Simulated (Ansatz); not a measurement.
# Li5AuO4 (C2/m):O_i (8-fold void), thermodynamic levels from a 80-atom cell, part 2 of 2

Aim: at which Fermi levels does O_i (8-fold void) in Li5AuO4 (C2/m) change its charge? The model is a cell of 80 host atoms with 1 O put in.

Ansatz; place-levels on PBEsol runs: charge-transition levels and formation energies with image-charge correction and potential alignment at the atomic sites.

So far: The starting structure; What was run first.

### Step 3. Placing the levels, PBEsol

A charged cell interacts with its images and the background, and its potential has another zero than the host's. place-levels removes the first by a point-charge model, screened by the static dielectric constant since the ions have relaxed around the charge, and the second by comparing potentials at atoms far from the defect.

The host is a run of the defect-free crystal in the same cutoffs, grids and k-points, so that basis and sampling errors cancel in part in the differences. Its band edges come from a run of the primitive cell that searches the zone for them. The host is run in a cell of 20 atoms on a matching mesh. Chemical potentials are energies per atom of O (O2 molecule), run with the same functional and cutoff.

The input, levels.point.yaml:

```yaml
host:
  run: host.point.run
  levels_from: { run: edges.point.run }
states: [qm2.point.run, qm2_M2.point.run, qm1_M1.point.run, q0.point.run, q0_M2.point.run, qp1_M1.point.run]
geometry_from:
  qm2.point.run: qm2.relax.run
  qm2_M2.point.run: qm2_M2.relax_smeared.run
  qm1_M1.point.run: qm1_M1.relax.run
  q0.point.run: q0.relax.run
  q0_M2.point.run: q0_M2.relax.run
  qp1_M1.point.run: qp1_M1.relax.run
  host.point.run: host.relax.run
chemical_potentials:
  O:
    energy: -558.282649
    dataset: "<sha256 of the dataset>"
epsilon:
  - [3.54, 0.0, 0.64]
  - [0.0, 4.18, 0.0]
  - [0.64, 0.0, 3.81]
static_epsilon:
  - [7.29, 0.0, 2.29]
  - [0.0, 8.74, 0.0]
  - [2.29, 0.0, 8.21]
vertical:
  - { from: qm2.point.run, to: qm2.point_neutral.run }
  - { from: qm2_M2.point.run, to: qm2_M2.point_neutral.run }
  - { from: qm1_M1.point.run, to: qm1_M1.point_neutral.run }
  - { from: qp1_M1.point.run, to: qp1_M1.point_neutral.run }
```

Run with:

```
$ ansatz place-levels levels.point.yaml -- --threads 8 --pin off --max-ram 22609MiB
```

Numbers of over 12 decimals in the logs are rounded to 6 here.

Log:

```text
[... repeated set-up lines and file paths are left out, and long positions are rounded to six places ...]
(+1/0) 0.020 eV beneath the valence edge (-0.329 eV without the band-filling correction), in the valence band
(0/-1) 0.317 eV above the valence edge, 1.732 eV under the conduction edge
(-1/-2) 1.747 eV above the valence edge, 0.302 eV under the conduction edge
formation energy of charge +1: +1.709 eV with the Fermi level at the valence edge
formation energy of charge 0: +1.689 eV with the Fermi level at the valence edge
formation energy of charge -1: +2.007 eV with the Fermi level at the valence edge
formation energy of charge -2: +3.754 eV with the Fermi level at the valence edge
vertical -2 to 0: no energy, since no alignment is typed
  the change from vertical[0].from (qm2.point.run) to vertical[0].to (qm2.point_neutral.run): by its potential at epsilon [[3.54, 0, 0.64], [0, 4.18, 0], [0.64, 0, 3.81]] it stands at 0.675 1.000 0.308, with an rms radius of about 3.8 Å (2.3 2.0 2.2 Å across [...]
vertical -2 to 0: no energy, since no alignment is typed
  the change from vertical[1].from (qm2_M2.point.run) to vertical[1].to (qm2_M2.point_neutral.run): by its spins about the atoms it stands at 0.715 0.000 0.281, with an rms radius of about 2.6 Å (1.5 1.4 1.5 Å across the planes of the cell's vectors); [...]
vertical -1 to 0: no energy, since no alignment is typed
  the change from vertical[2].from (qm1_M1.point.run) to vertical[2].to (qm1_M1.point_neutral.run): by its spins about the atoms it stands at 0.648 0.000 0.339, with an rms radius of about 2.2 Å (1.4 1.1 1.3 Å across the planes of the cell's vectors); [...]
vertical +1 to 0: no energy, since no alignment is typed
  the change from vertical[3].from (qp1_M1.point.run) to vertical[3].to (qp1_M1.point_neutral.run): by its potential at epsilon [[3.54, 0, 0.64], [0, 4.18, 0], [0.64, 0, 3.81]] it stands at 0.269 0.498 0.324, with an rms radius of about 5.5 Å (3.1 3.1 3.3 Å [...]
  edges by pbesol of host.levels_from (edges.point.run), its mesh sampled to repeats of 28.19 Å (the valence edge +0.066 eV and the conduction edge -0.123 eV from those of the host's own run), gap 2.050 eV; the host is sampled to repeats of 23.43 Å
  the defect's cells are sampled to repeats of 23.43 Å, like sampling
  charge +1: -130729.4150 eV with its correction of +0.269 eV, at epsilon [[7.29, 0, 2.29], [0, 8.74, 0], [2.29, 0, 8.21]], aligned at sites: -0.0130 eV, mean over 40 atomic sites at or beyond 4.70 Å from the defect at [0.7119, 0.0000, 0.4621], with +0.000000 [...]
  states[5] (qp1_M1.point.run): levels filled in part (TS 0.008 eV): its energy is of no whole electron's
  charge 0: +0.000 eV for its dipole among its images, +0.000 omitted
  charge -1: -130718.3841 eV with its correction of +0.104 eV, at epsilon [[7.29, 0, 2.29], [0, 8.74, 0], [2.29, 0, 8.21]], aligned at sites: +0.1782 eV, mean over 40 atomic sites at or beyond 4.70 Å from the defect at [0.7119, 0.0000, 0.4621], with +0.000000 [...]
  charge -2: -130711.1158 eV with its correction of +0.706 eV, at epsilon [[7.29, 0, 2.29], [0, 8.74, 0], [2.29, 0, 8.21]], aligned at sites: +0.2119 eV, mean over 40 atomic sites at or beyond 4.70 Å from the defect at [0.7119, 0.0000, 0.4621], with +0.000000 [...]
  charge 0: states[4] (q0_M2.point.run) stands 0.360 eV higher, with a moment of 2.00 μB against 0.00
  charge -2: states[1] (qm2_M2.point.run) stands 0.958 eV higher, with a moment of 2.00 μB against 0.00
  of states[5] (qp1_M1.point.run): it parts from the run at its places by a charge that spreads by about 3.3 Å along one vector (1.6 Å or more is wide), by its potential at epsilon [[3.54, 0, 0.64], [0, 4.18, 0], [0.64, 0, 3.81]], taken for that of held ions [...]
  of states[3] (q0.point.run): its displacements don't fall off away from the defect: farther atoms stand 0.041 Å off the host's places. [...]
  of states[2] (qm1_M1.point.run): its alignment with the host at atomic sites is doubtful: the mean over the far sites moves by +0.0513 eV from their farther parts to their nearer, more than 0.05 eV. [...]
  of states[0] (qm2.point.run): it parts from the run at its places by a charge that spreads by about 2.3 Å along one vector (1.6 Å or more is wide), by its potential at epsilon [[3.54, 0, 0.64], [0, 4.18, 0], [0.64, 0, 3.81]], taken for that of held ions [...]
  of states[1] (qm2_M2.point.run): it parts from the run that its charge is read beside by 2 carriers, of which the mean alone is read, by the spins about the atoms: that is narrow, but one of them can be a band state's beside narrower ones, where a level is [...]
  of vertical[0].from (qm2.point.run): its displacements don't fall off away from the defect: farther atoms stand 0.027 Å off the host's places. [...]
  vertical[0].to (qm2.point_neutral.run): levels filled in part (TS 0.018 eV): its energy is of no whole electron's
  of vertical[0].to (qm2.point_neutral.run): its displacements don't fall off away from the defect: farther atoms stand 0.027 Å off the host's places. [...]
  of vertical[1].from (qm2_M2.point.run): its displacements don't fall off away from the defect: farther atoms stand 0.03 Å off the host's places. [...]
  vertical[1].to (qm2_M2.point_neutral.run): levels filled in part (TS 0.016 eV): its energy is of no whole electron's
  of vertical[1].to (qm2_M2.point_neutral.run): its displacements don't fall off away from the defect: farther atoms stand 0.03 Å off the host's places. [...]
  of vertical[2].from (qm1_M1.point.run): its displacements don't fall off away from the defect: farther atoms stand 0.016 Å off the host's places. [...]
  vertical[2].to (qm1_M1.point_neutral.run): levels filled in part (TS 0.011 eV): its energy is of no whole electron's
  of vertical[2].to (qm1_M1.point_neutral.run): its displacements don't fall off away from the defect: farther atoms stand 0.016 Å off the host's places. [...]
  vertical[3].from (qp1_M1.point.run): levels filled in part (TS 0.008 eV): its energy is of no whole electron's
  of vertical[3].from (qp1_M1.point.run): its moments are held at its close (magnetization.spin_locking), by a field of 0.018 eV a Bohr magneton, and its energy and levels are of the state that this holds: a run that lets them go can end lower; [...]
```

Wall time 0.79 s (8 threads of Arm Neoverse V2, shared host).

Under PBEsol the gap is 2.05 eV, (+1/0) -0.02 (outside the gap) (with band filling), (0/−1) 0.32, (−1/−2) 1.75 eV.

Levels between the charges placed, in eV above the valence top:

```csv
,gap (eV),(+1/0),(0/−1),(−1/−2)
PBEsol,2.05,-0.02,0.32,1.75
```

Corrections by state:

```csv
charge,moment (μB),image terms and alignment (eV),band filling (eV),ε used,"over the lowest of its charge, as the program ranks them, band filling apart (eV)"
+1,1.0,0.269,-0.309,"principal values (5.41, 8.74, 10.09)",0.000
0,0.0,0.000,-,-,0.000
−1,1.0,0.104,-,"principal values (5.41, 8.74, 10.09)",0.000
−2,0.0,0.706,-,"principal values (5.41, 8.74, 10.09)",0.000
0,2.0,0.000,-,-,0.360
−2,2.0,0.668,-,"principal values (5.41, 8.74, 10.09)",0.958
```

The charged structures listed were also run neutral, and place-levels reads from each pair, by the potential or the spins, how wide the charge is by which they differ; that can be the carrier of either run.

```csv
charge,rms radius (Å),spread where it is widest against the cell (Å),wide from (Å),reading
+1,5.5,3.28,1.59,wide
−1,2.2,1.38,1.59,narrow
−2,3.8,2.33,1.59,wide
```

The neutral runs of these pairs need not share the spin of the lowest neutral state, and very wide values only mean spread over the cell.

From the program's caveats on the states, each cut to its opening words:

- charge +1 (1 μB): it parts from the run at its places by a charge that spreads by about 3.3 Å along one vector (1.6 Å or more is wide), by its potential at epsilon [[3.54, 0, [...]
- charge +1 (1 μB): a band-filling correction moves a carrier to the host's band edge, which changes its energy by -0.309 eV
- charge +1 (1 μB): its moments are held at its close (magnetization.spin_locking), by a field of 0.018 eV a Bohr magneton, and its energy and levels are of the state that this [...]
- charge 0: its displacements don't fall off away from the defect: farther atoms stand 0.041 Å off the host's places
- charge −1 (1 μB): its alignment with the host at atomic sites is doubtful: the mean over the far sites moves by +0.0513 eV from their farther parts to their nearer, more than [...]
- charge −1 (1 μB): its displacements don't fall off away from the defect: farther atoms stand 0.016 Å off the host's places
- charge −2: it parts from the run at its places by a charge that spreads by about 2.3 Å along one vector (1.6 Å or more is wide), by its potential at epsilon [[3.54, 0, [...]
- charge −2: its alignment with the host at atomic sites is doubtful: the mean over the far sites moves by +0.0829 eV from their farther parts to their nearer, more than [...]
- charge −2: its displacements don't fall off away from the defect: farther atoms stand 0.027 Å off the host's places
- charge −2 (2 μB): it parts from the run that its charge is read beside by 2 carriers, of which the mean alone is read, by the spins about the atoms: that is narrow, but one of [...]
- charge −2 (2 μB): its alignment with the host at atomic sites is doubtful: the mean over the far sites moves by +0.0964 eV from their farther parts to their nearer, more than [...]
- charge −2 (2 μB): the far atoms show a dipole or second moment of the defect's charge, for which the correction takes or leaves out 0.053 eV: further moments aren't read, and [...]
- charge −2 (2 μB): its displacements don't fall off away from the defect: farther atoms stand 0.03 Å off the host's places
- charge −2 (2 μB): its moments are held at its close (magnetization.spin_locking), by a field of 0.334 eV a Bohr magneton, and its energy and levels are of the state that this [...]

Chemical potentials of the elements' reference phases, run alike. Formation energies (elemental references), with the Fermi level at the valence top and at the conduction bottom (gap 2.05 eV):

```csv
charge,at valence top (eV),at conduction bottom (eV),correction included (eV)
+1,1.71,3.76,-0.04
0,1.69,1.69,0.00
−1,2.01,-0.04,0.10
−2,3.75,-0.35,0.71
```

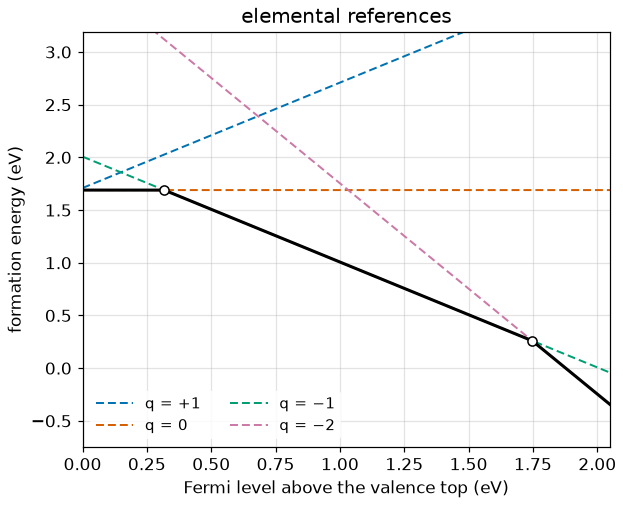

Formation energy against Fermi level; the thick line follows the lowest charge state and circles mark the transition levels.

The charge transition levels (eV, zero at the valence-band top of the host):

```csv
,conduction bottom,valence top
O_i (8-fold void),2.05,0.00
```

```csv
,level,energy (eV)
O_i (8-fold void),(+1/0),-0.02
O_i (8-fold void),(0/−1),0.32
O_i (8-fold void),(−1/−2),1.75
```

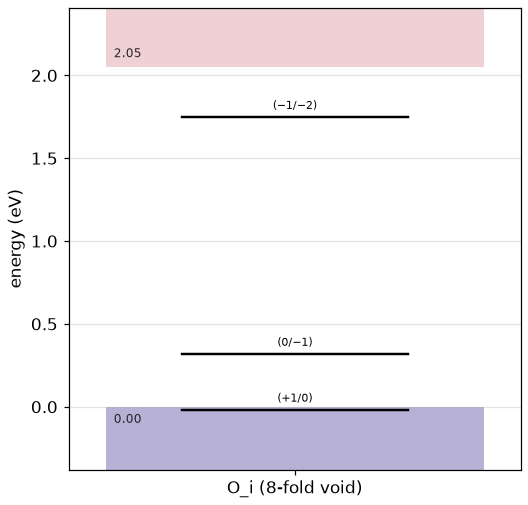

Charge transition levels. Shaded: valence and conduction bands.

### Step 4. place-levels, r2SCAN

r2SCAN on the same structure is run to see how far the result rests on the functional, though not on the errors that semilocal functionals share; the sampling changes too, to one point at (¼, ¼, ¼), so differences hold both changes.

The input, qm2.r2scan/input.yaml:

```yaml
crystal:
  checkpoint: "../qm2.relax.run"
  host: checkpoint
total_charge: -2
basis:
  ecutwfc: 500
  xc_grid: 2
hamiltonian:
  xc: r2scan
kpoints:
  mp_grid: { grid: [1, 1, 1], shift: [0.25, 0.25, 0.25] }
scf:
  occupations: { method: fermi_dirac, width: 0.01 }
  max_iter: 60
output:
  forces: true
  eigenvalues: true
  charged_corrections:
    epsilon: [[3.54, 0.0, 0.64], [0.0, 4.18, 0.0], [0.64, 0.0, 3.81]]
    static_epsilon: [[7.29, 0.0, 2.29], [0.0, 8.74, 0.0], [2.29, 0.0, 8.21]]
    defect_position: [0.711916, 0.0, 0.462084]
  eigenstates: { localisation: true }
  populations: true
checkpoint:
  write: "../qm2.r2scan.run"
  compress: false
  write_wavefunctions: false
  write_every: 100000
```

Elapsed: 35 s, on 8 threads; peak memory 2.2 GiB.

The input, levels.r2scan.yaml:

```yaml
host:
  run: host.r2scan.run
  levels_from: { run: edges.r2scan.run }
states: [qm2.r2scan.run, qm2_M2.r2scan.run, qm1_M1.r2scan.run, q0.r2scan.run, q0_M2.r2scan.run, qp1_M1.r2scan.run]
geometry_from:
  qm2.r2scan.run: qm2.relax.run
  qm2_M2.r2scan.run: qm2_M2.relax_smeared.run
  qm1_M1.r2scan.run: qm1_M1.relax.run
  q0.r2scan.run: q0.relax.run
  q0_M2.r2scan.run: q0_M2.relax.run
  qp1_M1.r2scan.run: qp1_M1.relax.run
  host.r2scan.run: host.relax.run
chemical_potentials:
  O:
    energy: -565.983079
    dataset: "<sha256 of the dataset>"
```

Run with:

```
$ ansatz place-levels levels.r2scan.yaml -- --threads 8 --pin off --max-ram 22609MiB
```

Log:

```text
[...]
(0/-1) 0.249 eV above the valence edge, 2.224 eV under the conduction edge
(-1/-2) 2.101 eV above the valence edge, 0.372 eV under the conduction edge
formation energy of charge +1: +1.927 eV with the Fermi level at the valence edge
formation energy of charge 0: +1.896 eV with the Fermi level at the valence edge
formation energy of charge -1: +2.145 eV with the Fermi level at the valence edge
formation energy of charge -2: +4.246 eV with the Fermi level at the valence edge
  edges by r2scan of host.levels_from (edges.r2scan.run), its mesh sampled to repeats of 28.19 Å (the valence edge +0.190 eV and the conduction edge -0.377 eV from those of the host's own run), gap 2.473 eV; the host is sampled to repeats of 13.29 Å
[... the lines on each state left out ...]
```

It took 0.44 s on 8 threads.

Under r2SCAN the gap is 2.47 eV, (+1/0) -0.03 (outside the gap) (with band filling), (0/−1) 0.25, (−1/−2) 2.10 eV; the stage before (PBEsol, at other k-points) gave a gap of 2.05 eV and levels within 0.35 eV of these.

### Step 5. Cost and result

Levels between neighbouring charges, in eV above each run's own valence top:

```csv
,gap (eV),(+1/0),(0/−1),(−1/−2),CPU time a state at this stage (restarts are quicker than cold starts)
"PBEsol, 2×2×2 shifted mesh",2.05,-0.02,0.32,1.75,12 min
"r2SCAN on PBEsol structures, (¼, ¼, ¼)",2.47,-0.03,0.25,2.10,8.1 min
```

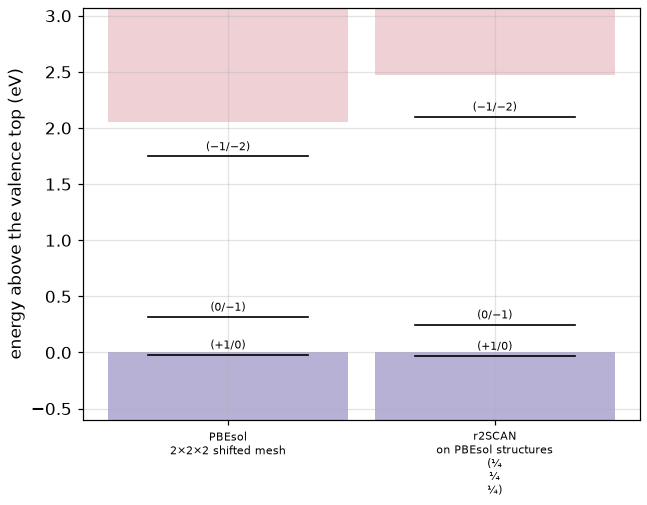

Levels between stable charges at each rung, each against its own band edges (shaded).

### Step 6. Summary of results

```
gap of the host                                                             : 2.05 eV (PBEsol)
level (plus 1/0)                                                            : 0.02 eV below the valence top (-0.33 eV above the valence top without the band-filling term)
level (0/minus 1)                                                           : 0.32 eV above the valence top
level (minus 1/minus 2)                                                     : 1.75 eV above the valence top
lowest of the charges placed, just above the valence top (0.02 eV)          : 0
lowest of the charges placed, just below the conduction bottom (0.02 eV)    : −2
lowest formation energy at mid-gap of the charges run, elemental references : 0.98 eV
```

**Reading.** Of the charges placed (−2, −1, 0 and +1), the lowest changes at 0.32 eV (0/−1) and 1.75 eV (−1/−2) above the valence top, in a gap of 2.05 eV. (−1/−2) lies nearer to a band edge than the share of the finite-size correction in it (0.60 eV), and that correction holds for a localised charge alone. Charges below −2 were not placed, so these runs say nothing of levels that involve them. States placed: +1 at 1 μB; 0 at 0 μB and 2 μB; −1 at 1 μB; −2 at 0 μB and 2 μB. Other spin states or structures, where not listed, weren't placed. The program finds carriers beyond a band edge of the host and adds a band-filling term at charge +1 (-0.31 eV); steps to such a charge show no bound level, and a defect level inside a band would be read the same way. At charge −2 and −1 the atom put in ends up to 1.1 Å from its starting place, so the name tells the start alone and the levels can join different sites. The program doubts the alignment of potentials for at least one state, a sign that the cell is small. What this leaves open: PBEsol makes the gap too small and tends to spread out bound carriers; where a gas molecule sets a chemical potential or the host's formation energy, its binding is uncorrected; spin–orbit coupling, which can matter with heavy atoms, is left out.

[Logs are printed without paths, hosts, clocks, repeated set-up lines and the standing remarks that a program may print on its own settings, such as how far it seeks lower states.]

[Hosts, paths, dates, database ids (printed as entryN), source tags and the programs' standing remarks are cut or masked in the printed files.]

[Where a table of states has a column of steps, it counts the stored structures, which are thinned; the runs took as many ionic steps or more.]

[A defect's name tells the site on which it was built; relaxed atoms can leave that site.]

[For some hosts the program warned that the k-mesh of the response run may be too coarse for force constants and the static dielectric constant; such warnings are not shown here.]
